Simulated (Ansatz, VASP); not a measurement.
# Sb in two plane-wave programs

Wanted: the spread between two codes on one cell, functional and k mesh. The cell comes out of the VASP series on this material, whose earlier steps may have relaxed, scaled or displaced it; both programs get it as it stands.

Calculated with Ansatz 0.2.0; plane waves, with VASP 6.6.1 beside it; relaxation of cell and atoms at LDA.

## 1. Set-up

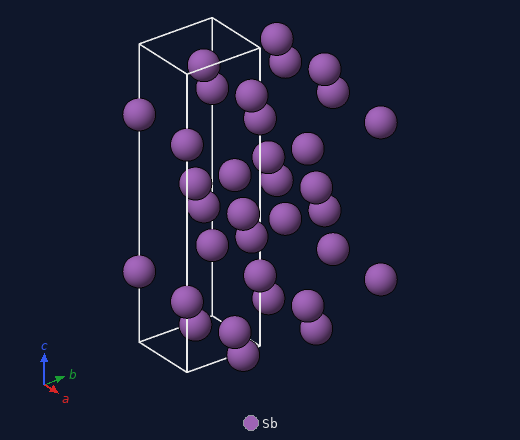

The starting structure, seen slightly off an axis (antimony purple). 2×2×1 cells are drawn. This picture shows the conventional cell, with its axes. Some periodic images of atoms are drawn too.

## 2. VASP: relaxation of cell and atoms, LDA

The relaxed volume is the usual yardstick between codes: its relative difference is about their pressure difference at one cell divided by the bulk modulus.

Lines of VASP's logs that name or quote its potential files are left out, and so is its time.

Contents of INCAR:

```
SYSTEM = Sb
PREC = Accurate
ENCUT = 520
EDIFF = 1E-07
NELM = 100
ISMEAR = 1
SIGMA = 0.15
LREAL = .FALSE.
ALGO = Normal
GGA = CA
NBANDS = 11
LORBIT = 11
LWAVE = .FALSE.
LCHARG = .FALSE.
KPAR = 4
IBRION = 2
NSW = 50
ISIF = 3
EDIFFG = -0.005
LASPH = .TRUE.
```

Contents of POSCAR:

```
Sb
1.0
    2.1499124815      1.2412525499      3.6476760127
   -2.1499124815      1.2412525499      3.6476760127
    0.0000000000     -2.4825050998      3.6476760127
Sb
2
Direct
    0.7633410958      0.7633410958      0.7633410958
    0.2366589042      0.2366589042      0.2366589042
```

Contents of KPOINTS:

```
Automatic mesh
0
Gamma
14 14 14
0 0 0
```

PAW data sets: Sb (LDA family, release 64).

Started as:

```bash
> mpirun -np 4 vasp_std
```

Numbers of over 12 decimals in the logs are rounded to 6 here.

What it wrote:

```text
[banner, memory and clock lines left out]
running    4 mpi-ranks, on    1 nodes
 distrk:  each k-point on    1 cores,    4 groups
 distr:  one band on    1 cores,    1 groups

 POSCAR found type information on POSCAR Sb
 POSCAR found :  1 types and       2 ions
 LDA part: xc-table for (Slater(with rela. corr.)+CA(PZ))
 , standard interpolation
 POSCAR, INCAR and KPOINTS ok, starting setup
 FFT: planning ... GRIDC
 FFT: planning ... GRID_SOFT
 FFT: planning ... GRID
 WAVECAR not read
 entering main loop
       N       E                     dE             d eps       ncg     rms          rms(c)
DAV:   1     0.376746970140E+02    0.37675E+02   -0.35627E+03  6336   0.714E+02
DAV:   2    -0.755082312862E+01   -0.45226E+02   -0.43809E+02  8736   0.116E+02
DAV:   3    -0.963137327379E+01   -0.20806E+01   -0.20423E+01  7678   0.283E+01
DAV:   4    -0.965129257846E+01   -0.19919E-01   -0.19909E-01  7140   0.323E+00
DAV:   5    -0.965152423230E+01   -0.23165E-03   -0.23165E-03  7380   0.397E-01    0.321E+00
DAV:   6    -0.963640066716E+01    0.15124E-01   -0.32613E-03  7136   0.311E-01    0.191E+00
DAV:   7    -0.962784976939E+01    0.85509E-02   -0.70425E-03  6912   0.451E-01    0.559E-02
DAV:   8    -0.962786128309E+01   -0.11514E-04   -0.19299E-04  7158   0.999E-02    0.176E-02
DAV:   9    -0.962786494442E+01   -0.36613E-05   -0.13614E-05  7248   0.228E-02    0.591E-03
DAV:  10    -0.962786458182E+01    0.36260E-06   -0.16614E-06  7188   0.713E-03    0.895E-04
DAV:  11    -0.962786461227E+01   -0.30444E-07   -0.15066E-07  5871   0.242E-03
   1 F= -.96278646E+01 E0= -.96282463E+01  d E =-.962786E+01
 curvature:   0.00 expect dE= 0.000E+00 dE for cont linesearch  0.000E+00
 trial: gam= 0.00000 g(F)=  0.230E-06 g(S)=  0.372E-05 ort = 0.000E+00 (trialstep = 0.100E+01)
 search vector abs. value=  0.395E-05
 reached required accuracy - stopping structural energy minimisation
```

From OUTCAR (step 2):

```text
ion  position               nearest neighbor table
   1  0.763  0.763  0.763-   2 2.92   2 2.92   2 2.92   2 3.26   2 3.26   2 3.26
   2  0.237  0.237  0.237-   1 2.92   1 2.92   1 2.92   1 3.26   1 3.26   1 3.26

  LATTYP: Found a trigonal (rhomboedric) cell.
 ALAT       =     4.4122977987
 COS(alpha) =     0.5251658731

 Subroutine GETGRP returns: Found 12 space group operations
 (whereof 12 operations were pure point group operations)

The static configuration has the point symmetry D_3d.

 Found    288 irreducible k-points:

   k-points           NKPTS =    288   k-points in BZ     NKDIM =    288   number of bands    NBANDS=     11

   dimension x,y,z NGX =    36 NGY =   36 NGZ =   36
   dimension x,y,z NGXF=    72 NGYF=   72 NGZF=   72

   ENCUT  =  520.0 eV  38.22 Ry    6.18 a.u.   8.20  8.20  8.20*2*pi/ulx,y,z

   NELECT =      10.0000    total number of electrons

 k-points in reciprocal lattice and weights: Automatic mesh
   0.00000000  0.00000000  0.00000000       0.000
   0.07142857  0.00000000  0.00000000       0.002
   0.14285714  0.00000000 -0.00000000       0.002
   0.21428571  0.00000000 -0.00000000       0.002
   0.28571429  0.00000000  0.00000000       0.002
   0.35714286  0.00000000 -0.00000000       0.002
   0.42857143  0.00000000 -0.00000000       0.002
   0.50000000  0.00000000  0.00000000       0.001
   0.07142857  0.07142857  0.00000000       0.002
[...]
-0.42857143  0.50000000  0.42857143       0.002
   0.50000000  0.50000000  0.50000000       0.000

 average (electrostatic) potential at core
       1 -86.3762       2 -86.3762

 E-fermi :   7.4951

 k-point     1 :       0.0000    0.0000    0.0000
  band No.  band energies     occupation
      1      -5.3771      2.00000
      2       2.8462      2.00000
      3       5.5345      2.00000
      4       5.6699      2.00000
      5       5.6699      2.00000
      6       9.9164     -0.00000
      7      10.3767     -0.00000
      8      10.3767     -0.00000
      9      12.4333      0.00000
     10      12.4333      0.00000
    ...

 k-point     2 :       0.0714    0.0000    0.0000
  band No.  band energies     occupation
      1      -5.3195      2.00000
      2       2.5452      2.00000
      3       5.5546      2.00000
      4       5.6651      2.00000
      5       5.8243      2.00000
      6       9.8401     -0.00000
      7      10.2003     -0.00000
      8      10.2068     -0.00000
      9      12.2107      0.00000
     10      12.4548      0.00000
    ...

 k-point     3 :       0.1429    0.0000   -0.0000
  band No.  band energies     occupation
      1      -5.1472      2.00000
      2       1.8309      2.00000
      3       5.5743      2.00000
      4       5.6560      2.00000
      5       6.1546      2.00000
      6       9.5563     -0.00000
      7       9.7449     -0.00000
      8       9.7806     -0.00000
      9      12.0123      0.00000
     10      12.5291      0.00000
    ...

  Total        0.0079680      0.0079680     -0.0052361      0.0000000      0.0000000      0.0000000
  in kB        0.2185808      0.2185808     -0.1436377      0.0000000      0.0000000      0.0000000
  external PRESSURE =       0.0978413 kB  Pullay stress =       0.0000000 kB

  energy-cutoff  :      520.00
  volume of cell :       58.40
      direct lattice vectors                 reciprocal lattice vectors
     2.149912481  1.241252550  3.647676013     0.232567606  0.134272970  0.091382385
    -2.149912481  1.241252550  3.647676013    -0.232567606  0.134272970  0.091382385
     0.000000000 -2.482505100  3.647676013     0.000000000 -0.268545940  0.091382385

 POSITION                                       TOTAL-FORCE (eV/Angst)
 -----------------------------------------------------------------------------------
      0.00000      0.00000      8.35326         0.000000      0.000000     -0.001545
      0.00000      0.00000      2.58977         0.000000     -0.000000      0.001545
 -----------------------------------------------------------------------------------
    total drift:                                0.000000      0.000000      0.000000

  FREE ENERGIE OF THE ION-ELECTRON SYSTEM (eV)
  ---------------------------------------------------
  free  energy   TOTEN  =        -9.6278646123 eV

  energy  without entropy=       -9.6290095571  energy(sigma->0) =       -9.62824626

 reached required accuracy - stopping structural energy minimisation

 total charge
# of ion       s       p       d       tot
------------------------------------------
    1        1.222   1.165   0.040   2.427
    2        1.222   1.165   0.040   2.427
--------------------------------------------------
tot          2.444   2.330   0.081   4.855

[... 3 further parts left out ...]
```

## 3. Ansatz: relaxation of cell and atoms, LDA

Ansatz runs on its default PAW (the set named soft_2) files.

The same cell, functional (in two slightly different forms), mesh and smearing now go to Ansatz, which takes its cutoff from its data sets.

Contents of input.yaml:

```yaml
crystal:
  lattice:
    - [2.1499124815, 1.2412525499, 3.6476760127]
    - [-2.1499124815, 1.2412525499, 3.6476760127]
    - [0.0, -2.4825050998, 3.6476760127]
  atoms:
    - { symbol: Sb, position: [0.7633410958, 0.7633410958, 0.7633410958] }
    - { symbol: Sb, position: [0.2366589042, 0.2366589042, 0.2366589042] }
hamiltonian:
  xc: lda
  pseudopotentials: { kind: paw }
kpoints:
  mp_grid: { grid: [14, 14, 14] }
scf:
  occupations: { method: methfessel_paxton, width: 0.15 }
relax:
  f_tol: 0.01
  max_steps: 60
  cell: { stress_tol: 0.05 }
output:
  forces: true
  stress: true
```

Started as:

```bash
> ansatz run input.yaml --threads 4 --pin off --max-ram 9216MiB --backend cpu --events-out ev --progress --plain --runs-dir out
```

What it wrote:

```text
Engine: ansatz 0.2.0, aarch64-unknown-linux-gnu
Pseudopotentials: kind: paw
Pseudopotential: Sb, paw, valence charge 15, recommended cutoff 420 eV (normal), Sb.paw.azcp
Functional definition: SPW92
  exchange = slater_x
  correlation = pw_c
Crystal: 2 atoms, lattice volume = 58.405 Å³
Basis set: ecut = 420 eV, 1153 PW (Γ)
Bands: 19, of which v1, the nominal top of the filled ones, is band 15 counted from 1 (14 counted from 0)
Symmetry: 12 space group operations
Space group: R-3m (ITA 166), of the structure as read, at distance tolerance 3.9e-5 Å
k-points: 288 of 2744
Non-local potential: Sb, projectors of the file, l = 0: 2, l = 1: 2, l = 2: 2, l = 3: 2
PAW form: soft (Blöchl's): semilocal exchange-correlation on the pseudo side does not see the compensation charge
PAW frozen core: Sb, regenerated for the run's functional, and the local potential with it (the file was generated under x = pbe(κ = 0.804, μ = 0.219515), c = pbe(β = 0.066725))
PAW one-centre angular grid: Sb, 590 points (default); XC on 64 Gauss nodes
Initial density: superposition of atomic densities (neutral atoms: chi_scale 0, normalization atom), corrected by the library's trained network
Initial wavefunctions: pseudopotential atomic-orbital guess
Functional: x = slater, c = lda
SCF iter   1: F=—  HF=-12671.645951 eV  |F-HF|=—  |Δ(HF+E_count)|=         —  Δρ=6.46e-3  dr2=1.05e-2  ethr=1.77e-3  ⟨swp⟩=5.8  Hψ=27261  notcnv=0
preconditioner: auto → none  [insulator: Δε(μ)=0.133 eV  Ē_g=8.801 eV  σ=0.150 eV  W_gap=0.67  n_scr=14 (ndim 8)  ℏωp=15.4 eV  f_vac=0.001  D(μ)=0.13/eV (n_scr^D=0)  ε∞_Penn≈4.0]
SCF iter   2: F=—  HF=-12671.640175 eV  |F-HF|=—  |Δ(HF+E_count)|=   5.78e-3  S|Δr|=    0.00e0  Δρ=2.92e-3  dr2=1.99e-3  ethr=3.50e-5  ⟨swp⟩=2.0  Hψ=9641  notcnv=0
SCF iter   3: F=—  HF=-12671.639618 eV  |F-HF|=—  |Δ(HF+E_count)|=   5.58e-4  S|Δr|=    0.00e0  Δρ=6.35e-4  dr2=3.59e-4  ethr=6.64e-6  ⟨swp⟩=2.0  Hψ=9646  notcnv=0
SCF iter   4: F=—  HF=-12671.639472 eV  |F-HF|=—  |Δ(HF+E_count)|=   1.46e-4  S|Δr|=    0.00e0  Δρ=1.12e-4  dr2=6.45e-6  ethr=1.20e-6  ⟨swp⟩=2.0  Hψ=9795  notcnv=0
SCF iter   5: F=—  HF=-12671.639470 eV  |F-HF|=—  |Δ(HF+E_count)|=   1.70e-6  S|Δr|=    0.00e0  Δρ=9.99e-5  dr2=3.42e-6  ethr=2.15e-8  ⟨swp⟩=2.0  Hψ=9842  notcnv=0
SCF iter   6: F=—  HF=-12671.639468 eV  |F-HF|=—  |Δ(HF+E_count)|=   2.13e-6  S|Δr|=    0.00e0  Δρ=2.35e-5  dr2=1.84e-7  ethr=1.14e-8  ⟨swp⟩=2.0  Hψ=9427  notcnv=0
SCF iter   7: F=-12671.639468 eV  HF=-12671.639468 eV  |F-HF|=6.20e-9  |Δ(HF+E_count)|=   1.03e-7  S|Δr|=    0.00e0  Δρ=4.48e-6  dr2=5.71e-9  ethr=3.33e-10  ⟨swp⟩=4.6  Hψ=19860  notcnv=0
SCF 1 converged in 7 iterations: F = -12671.639468 eV  dr2 = 5.71e-9
  greatest PAW one-centre occupation: 0.998 electrons in one spin orbital (limit 2), on the Sb atom at site 1 (counted from 0), in its partial waves of l = 2
relax step   1: F+E_penalty+E_count = -12671.63946825 eV  Δ(F+E_penalty+E_count) = +0.000e0 eV  max|allowed force component| = 5.856e-2 eV/Å  Δτ_max = 0.0000 Å  P = -0.275 GPa  Ω = 58.405 Å³  (7 SCF iters, dr2 threshold 1.00e-7 eV, accepted)
[...]
relax step   2: F+E_penalty+E_count = -12671.63959484 eV  Δ(F+E_penalty+E_count) = -1.266e-4 eV  max|allowed force component| = 4.766e-2 eV/Å  Δτ_max = 0.0089 Å  P = +0.342 GPa  Ω = 58.029 Å³  energy of the carried Pulay correction = +8.841e-5 eV  (4 SCF iters, dr2 threshold 2.00e-7 eV, accepted)
[...]
relax step   3: F+E_penalty+E_count = -12671.63997310 eV  Δ(F+E_penalty+E_count) = -3.783e-4 eV  max|allowed force component| = 4.906e-3 eV/Å  Δτ_max = 0.0038 Å  P = +0.026 GPa  Ω = 58.243 Å³  energy of the carried Pulay correction = +3.798e-5 eV  (4 SCF iters, dr2 threshold 2.00e-7 eV, accepted)
[...]
relax step   4: F+E_penalty+E_count = -12671.63993265 eV  Δ(F+E_penalty+E_count) = +4.045e-5 eV  max|allowed force component| = 4.880e-3 eV/Å  Δτ_max = 0.0000 Å  P = +0.026 GPa  Ω = 58.243 Å³  stress off target by 4.87e-2 GPa  SCF on the basis re-selected at this cell (its energy is not comparable with the rows above)  (4 SCF iters)
basis re-selected at this cell: Δ(F+E_penalty+E_count) = +4.045e-5 eV, ΔP = +0.000 GPa vs the last step (what re-selecting the basis moved, of the pressure what is left beyond the Pulay correction that the steps carried, after the strain that the cell walked since its last selection, with what the two solves' SCF thresholds leave and, on support functions, any second-order correction that the steps lacked; it is no m [...]
SCF converged after 4 iterations
Stability not checked: this state was not tested for a lower state beside it, because cold or Methfessel-Paxton smearing, or corrected tetrahedra, fill the levels in a way that the test cannot read (fill_not_monotonic; see scf.lower_state_search)
Free energy (F): -12671.639933 eV
Harris-Foulkes:  -12671.639933 eV  (|F-HF|=9.09e-12)
Internal energy: -12671.641044 eV  (E = F + TS)
E sigma→0 (E₀):  -12671.640211 eV
Entropy (-TS):   0.001112 eV (0.556 meV/atom)
Fermi energy:    10.252767 eV
--- Per-component energies (eV) ---
  E_band       = -331.209921
  E_kinetic    = 417.640025
  E_local      = -3138.031465  (includes V_loc(G=0)·N_el)
  E_nonlocal   = 732.734599
  E_hartree    = 1421.145734
  E_xc         = -276.453257
  E_vxc        = -195.570699  (∫ρ·V_xc dr)
  E_paw        = -8853.054966  (= ΣΔE_a)
  E_vpaw       = -990.274017  (= ΣTr[D̂ρ^β])
  E_aug_tail   = -0.000004  (compensation charges beyond the density's cutoff)
  E_ewald      = -2976.739358
  E_core_change = 1.117647  (= ΣΔE_core)
  E_smearing   = 0.001112  (= −TS)
  E_closure    = -0.000000  (closes the sum)
  Σ components = -12671.639933   (vs F -12671.639933, Δ=0.00e0)
--- Forces (eV/Å), atoms counted from 1 ---
  atom   1  Sb    -0.00000000     0.00000000     0.00488013
  atom   2  Sb     0.00000000    -0.00000000    -0.00488013
  max |Σ_I F_I| component: 2.78e-17 eV/Å
--- Stress (GPa, compression-positive) ---
        0.015270       0.000000      -0.000000
        0.000000       0.015270      -0.000000
       -0.000000      -0.000000       0.048715
  P = ⅓ Tr σ = 0.0264 GPa (0.264 kbar)
--- Relaxed structure (3 steps of the walk, 3 accepted, 1 SCFs on fresh bases) ---
  F+E_penalty+E_count = -12671.63993265 eV   max|allowed force component| = 4.880e-3 eV/Å   (the final SCF, on the basis selected at the relaxed cell)
  cell:  # Å, volume = 58.2430 Å³
    - [2.146993, 1.239567, 3.647474]
    - [-2.146993, 1.239567, 3.647474]
    - [0, -2.479134, 3.647474]
  atoms:
    - { symbol: Sb, position: [0.763810, 0.763810, 0.763810] }
    - { symbol: Sb, position: [0.236190, 0.236190, 0.236190] }
```

Run time: 10 s. Hardware: 4 threads of Arm Neoverse V2, shared host; peak memory 0.55 GiB.

## 4. Side by side

Known differences besides the PAW data sets themselves: the two LDA forms differ slightly; both relaxations stop at a tolerance, which leaves soft axes loose, and VASP keeps its plane-wave basis; the data sets hold 30 valence electrons in Ansatz (default PAW (the set named soft_2) files) and 10 in VASP; the cutoff is 420 eV in Ansatz and 520 eV in VASP; Ansatz makes its cores anew for this functional, VASP keeps those of its LDA data sets; Ansatz adds a Pulay correction to the stress that steers its cell, VASP none. Total energies have different zeros and are not compared.

The two programs side by side:

```csv
quantity,Ansatz,VASP,difference
volume (Å³),58.24,58.40,-0.28 %
"edge a after relaxation, in the typed setting (Å)",4.410,4.412,-0.05 %
```

The walks stopped with 0.03 GPa left in Ansatz and 0.01 GPa in VASP; each walk ends within a tolerance, so the volume difference is uncertain by about these residues over the bulk modulus, most in soft cells.

## 5. Summary of results

```
difference in volume (relaxation of cell and atoms, LDA) : -0.28 %
```

The difference in volume is -0.28 % (relaxation of cell and atoms, LDA), within the 1.2 % picked in this series as the mark of a large difference, as far as the stopping tolerances let one tell. Differences of this kind measure data sets and numerical settings, not the functional's error against experiment.

[Lines on the potential files, build, host, timing and source positions are cut from VASP's logs without a mark.]

[Logs are printed without paths, hosts, clocks, repeated set-up lines and the standing remarks that a program may print on its own settings, such as how far it seeks lower states.]

[Hosts, paths, dates, database ids (printed as entryN), source tags and the programs' standing remarks are cut or masked in the printed files.]
